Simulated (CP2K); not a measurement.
# A workflow on [PH2]− (SMILES [PH2-])

We compute a structure relaxation (UB3LYP-D3(BJ)/def2-SVPD), then vibrational wavenumbers of [PH2]−. 

The calculation is run with CP2K 2026.2.

### Step 1. The system as given

[PH2]− has 3 atoms, charge -1, and is taken as a singlet. SMILES: `[PH2-]`. All atoms were displaced at random from a relaxed shape. The run starts from this shape.

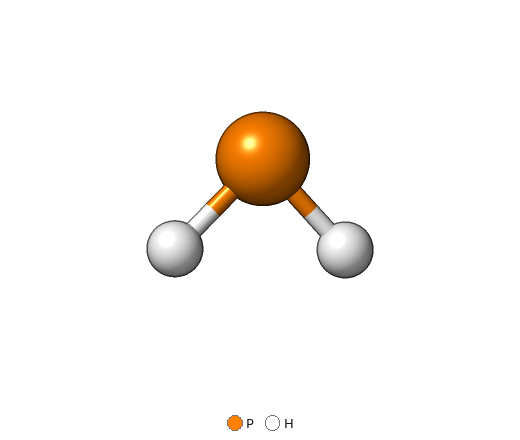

The structure, seen from a chosen angle (phosphorus orange, hydrogen white).

### Step 2. A geometry optimisation at UB3LYP-D3(BJ)/def2-SVPD (ngrids 5) (run 1)

The input, calc.inp:

```
&GLOBAL
 PROJECT_NAME calc
 RUN_TYPE GEO_OPT
 PRINT_LEVEL LOW
&END GLOBAL
&FORCE_EVAL
 METHOD QUICKSTEP
 &DFT
  BASIS_SET_FILE_NAME ./def2_svpd.basis
  POTENTIAL_FILE_NAME POTENTIAL
  CHARGE -1
  MULTIPLICITY 1
  UNRESTRICTED_KOHN_SHAM T
  &QS
   METHOD GAPW
   EPS_DEFAULT 1.0E-10
  &END QS
  &MGRID
   CUTOFF 250
   REL_CUTOFF 50
   NGRIDS 5
  &END MGRID
  &POISSON
   PERIODIC NONE
   POISSON_SOLVER MULTIPOLE
  &END POISSON
  &SCF
   SCF_GUESS ATOMIC
   EPS_SCF 1.0E-07
   MAX_SCF 150
   ADDED_MOS 10
   &DIAGONALIZATION
    ALGORITHM STANDARD
   &END DIAGONALIZATION
   &MIXING
    METHOD DIRECT_P_MIXING
    ALPHA 0.4
   &END MIXING
  &END SCF
  &XC
   &XC_FUNCTIONAL
    &HYB_GGA_XC_B3LYP
    &END HYB_GGA_XC_B3LYP
   &END XC_FUNCTIONAL
   &HF
    FRACTION 0.2
    &SCREENING
     EPS_SCHWARZ 1.0E-09
     SCREEN_ON_INITIAL_P F
    &END SCREENING
    &INTERACTION_POTENTIAL
     POTENTIAL_TYPE COULOMB
    &END INTERACTION_POTENTIAL
    &MEMORY
     MAX_MEMORY 1750
    &END MEMORY
   &END HF
   &VDW_POTENTIAL
    POTENTIAL_TYPE PAIR_POTENTIAL
    &PAIR_POTENTIAL
     TYPE DFTD3(BJ)
     PARAMETER_FILE_NAME dftd3.dat
     REFERENCE_FUNCTIONAL B3LYP
     R_CUTOFF 15
    &END PAIR_POTENTIAL
   &END VDW_POTENTIAL
  &END XC
  &PRINT
   &MOMENTS
    PERIODIC F
    REFERENCE COM
    MAX_MOMENT 1
   &END MOMENTS
   &MULLIKEN OFF
   &END MULLIKEN
   &HIRSHFELD OFF
   &END HIRSHFELD
  &END PRINT
 &END DFT
 &SUBSYS
  &CELL
   ABC [angstrom] 12.7 13.2 12.2
   PERIODIC NONE
  &END CELL
  &COORD
   UNIT bohr
   P      0.9419397    -0.4984172     0.4949627
   H      0.1859131     1.8955654     0.2395587
   H     -1.1031465    -1.1725165    -0.7207037
  &END COORD
  &TOPOLOGY
   &CENTER_COORDINATES
   &END CENTER_COORDINATES
  &END TOPOLOGY
  &KIND P
   BASIS_SET def2-SVPD
   POTENTIAL ALL
  &END KIND
  &KIND H
   BASIS_SET def2-SVPD
   POTENTIAL ALL
  &END KIND
 &END SUBSYS
&END FORCE_EVAL
&MOTION
 &GEO_OPT
  OPTIMIZER LBFGS
  MAX_ITER 60
  MAX_FORCE 2.0E-04
  RMS_FORCE 1.3E-04
 &END GEO_OPT
 &PRINT
  &TRAJECTORY
   &EACH
    GEO_OPT 1
   &END EACH
  &END TRAJECTORY
  &FORCES ON
   &EACH
    GEO_OPT 1
   &END EACH
  &END FORCES
  &RESTART OFF
  &END RESTART
  &RESTART_HISTORY OFF
  &END RESTART_HISTORY
 &END PRINT
&END MOTION
```

Run with:

```bash
$ OMP_NUM_THREADS=2 cp2k.psmp -i calc.inp > calc.out 2>&1
```

The program printed:

```text
CP2K| version string:                                       CP2K version 2026.2
[...]
 GLOBAL| Method name                                                        CP2K
[...]
 GLOBAL| Run type                                                        GEO_OPT
[...]
                             - Atoms:                                          3
[...]
                             - Spherical basis functions:                     40
[...]
 Number of electrons:                                                          9
[...]
     1 P_Mix/Diag. 0.40E+00    3.6     0.52673909      -353.6481398301 -3.54E+02
[...]
  *** SCF run converged in    13 steps ***
[...]
 ENERGY| Total FORCE_EVAL ( QS ) energy [hartree]           -342.435031629872185
[...]
 OPT| Step number                                                              1
[...]
 OPT| Total energy [hartree]                                     -342.4466649273
[...]
 OPT| Step number                                                             14
[...]
 OPT| Total energy [hartree]                                     -342.4483669168
[...]
 OPT| Step number                                                             15
[...]
 OPT| Total energy [hartree]                                     -342.4483674513
[...]
 ***                    GEOMETRY OPTIMIZATION COMPLETED                      ***
[...]
     8 DIIS/Diag.  0.19E-07    1.9     0.00000002      -342.4483674513 -5.68E-13
  *** SCF run converged in     8 steps ***
[...]
  Overlap energy of the core charge distribution:               0.00000009554321
  Self energy of the core charge distribution:               -150.42868779941924
  Core Hamiltonian energy:                                   -192.53043045584212
  Hartree energy:                                              32.16634593546866
  Exchange-correlation energy:                                 -2.90130549646121
  Hartree-Fock Exchange energy:                                -4.69291418452324
  Dispersion energy:                                           -0.00155930296062
[...]
  Ideal and single determinant S**2 :                    0.000000      -0.000000
[...]
  Dipole moment [Debye]
    X=  0.1144984E+00 Y= -0.6508502E-01 Z=  0.6061829E-01  Total=      0.1449846
 ENERGY| Total FORCE_EVAL ( QS ) energy [hartree]           -342.448367451277761
[...]
```

It took 9.1 min on 2 threads of Arm Neoverse V1, shared host; peak memory 1.3 GiB.

Steps, from the record of the run:

```
step  energy from the first frame kept (eV)
   0                                 0.0000
   1                                -0.3166
   2                                -0.3309
   3                                -0.3510
   4                                -0.3597
   5                                -0.3600
   6                                -0.3616
   7                                -0.3616
   8                                -0.3619
   9                                -0.3622
  10                                -0.3625
  11                                -0.3626
  12                                -0.3628
  13                                -0.3629
  14                                -0.3629
  15                                -0.3629
```

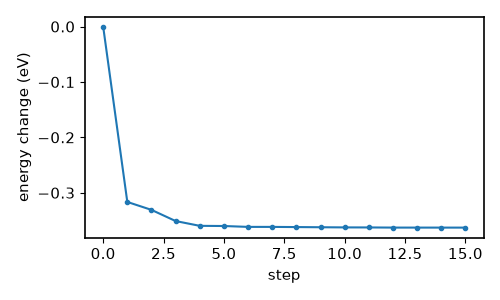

Energy along the run.

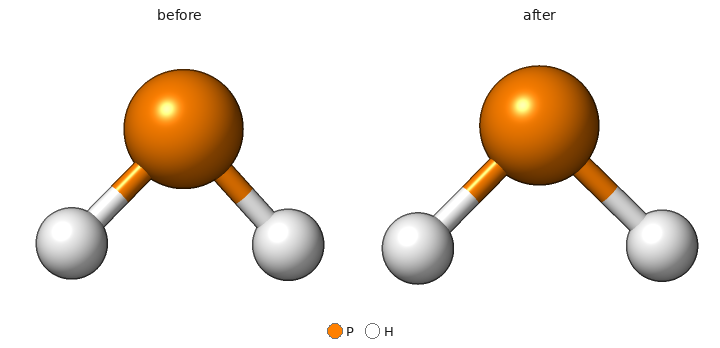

Before and after, at one scale.

After the run. Bond lengths: P1–H2 1.444 Å, P1–H3 1.444 Å. Angles: H2–P1–H3 91.5°.

### Step 3. Vibrational wavenumbers at UB3LYP-D3(BJ)/def2-SVPD (ngrids 5) (run 2)

The input, mol.inp:

```
&FORCE_EVAL
  METHOD QUICKSTEP
  &DFT
    BASIS_SET_FILE_NAME ./def2_svpd.basis
    POTENTIAL_FILE_NAME POTENTIAL
    CHARGE -1
    UNRESTRICTED_KOHN_SHAM T
    &QS
      METHOD GAPW
      EPS_DEFAULT 1.0E-10
    &END QS
    &MGRID
      CUTOFF 250
      REL_CUTOFF 50
      NGRIDS 5
    &END MGRID
    &POISSON
      PERIODIC NONE
      POISSON_SOLVER MULTIPOLE
    &END POISSON
    &SCF
      SCF_GUESS ATOMIC
      EPS_SCF 1.0E-08
      MAX_SCF 150
      ADDED_MOS 10
      &DIAGONALIZATION
        ALGORITHM STANDARD
      &END DIAGONALIZATION
      &MIXING
        METHOD DIRECT_P_MIXING
        ALPHA 0.4
      &END MIXING
    &END SCF
    &XC
      &XC_FUNCTIONAL
        &HYB_GGA_XC_B3LYP
        &END HYB_GGA_XC_B3LYP
      &END XC_FUNCTIONAL
      &HF
        FRACTION 0.2
        &SCREENING
          EPS_SCHWARZ 1.0E-09
        &END SCREENING
        &MEMORY
          MAX_MEMORY 1750
        &END MEMORY
      &END HF
      &VDW_POTENTIAL
        POTENTIAL_TYPE PAIR_POTENTIAL
        &PAIR_POTENTIAL
          TYPE DFTD3(BJ)
          PARAMETER_FILE_NAME dftd3.dat
          REFERENCE_FUNCTIONAL B3LYP
          R_CUTOFF 15
        &END PAIR_POTENTIAL
      &END VDW_POTENTIAL
    &END XC
    &PRINT
      &MOMENTS
        PERIODIC F
        REFERENCE COM
        MAX_MOMENT 1
      &END MOMENTS
      &MULLIKEN OFF
      &END MULLIKEN
      &HIRSHFELD OFF
      &END HIRSHFELD
    &END PRINT
  &END DFT
  &SUBSYS
    &CELL
      ABC 12.8 13.4 12.3
      PERIODIC NONE
    &END CELL
    &COORD
      UNIT bohr
      P     13.1215080    11.6763702    12.2003364
      H     12.3147726    14.2695450    11.9307783
      H     10.9181138    10.7758344    10.8659025
    &END COORD
    &TOPOLOGY
      &CENTER_COORDINATES
      &END CENTER_COORDINATES
    &END TOPOLOGY
    &KIND P
      BASIS_SET def2-SVPD
      POTENTIAL ALL
    &END KIND
    &KIND H
      BASIS_SET def2-SVPD
      POTENTIAL ALL
    &END KIND
  &END SUBSYS
&END FORCE_EVAL
&VIBRATIONAL_ANALYSIS
  DX 0.02
  INTENSITIES T
  NPROC_REP 1
  &PRINT
    &PROGRAM_RUN_INFO ON
    &END PROGRAM_RUN_INFO
  &END PRINT
&END VIBRATIONAL_ANALYSIS
&GLOBAL
  PROJECT_NAME mol
  RUN_TYPE VIBRATIONAL_ANALYSIS
  PRINT_LEVEL LOW
&END GLOBAL
```

Run with:

```bash
$ OMP_NUM_THREADS=2 cp2k.psmp -i mol.inp > mol.out 2>&1
```

The program printed:

```text
CP2K| version string:                                       CP2K version 2026.2
[...]
 GLOBAL| Method name                                                        CP2K
[...]
 GLOBAL| Run type                                           VIBRATIONAL_ANALYSIS
[...]
                             - Atoms:                                          3
[...]
                             - Spherical basis functions:                     40
[...]
  Dipole moment [Debye]
    X=   -0.01282708 Y=   -0.00479485 Z=   -0.00864115     Total=     0.01619241
 VIB|
[...]
 VIB|Frequency (cm^-1)  1.1093268818E+03    2.2505651452E+03    2.2523910750E+03
 VIB|IR int (KM/Mole)   3.4743158075E+01    2.9741741717E+02    2.8598432300E+02
[...]
```

Run time: 9.3 min. Hardware: 2 threads of Arm Neoverse V1, shared host; peak memory 1.5 GiB.

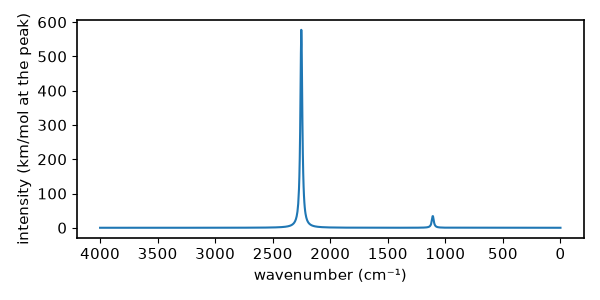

Harmonic infrared spectrum, unscaled, lines broadened by 10 cm⁻¹.

### Step 4. Results

| quantity | value |
| --- | --- |
| run 1, UB3LYP-D3(BJ)/def2-SVPD: total energy at the end | -342.44837 Eh |
| run 1, UB3LYP-D3(BJ)/def2-SVPD: dispersion energy | -4.09 kJ/mol |
| run 2, UB3LYP-D3(BJ)/def2-SVPD: total energy | -342.44836 Eh |
| run 2, UB3LYP-D3(BJ)/def2-SVPD: lowest harmonic wavenumber | 1109 cm⁻¹ |
| run 2, UB3LYP-D3(BJ)/def2-SVPD: highest harmonic wavenumber | 2252 cm⁻¹ |
| run 2, UB3LYP-D3(BJ)/def2-SVPD: zero-point energy | 33.6 kJ/mol |

**Reading.** The optimisation (run 1, UB3LYP-D3(BJ)/def2-SVPD) took 15 steps and changed the energy by -0.363 eV. All 3 modes (run 2, UB3LYP-D3(BJ)/def2-SVPD) are real, so the shape is a minimum at this level.
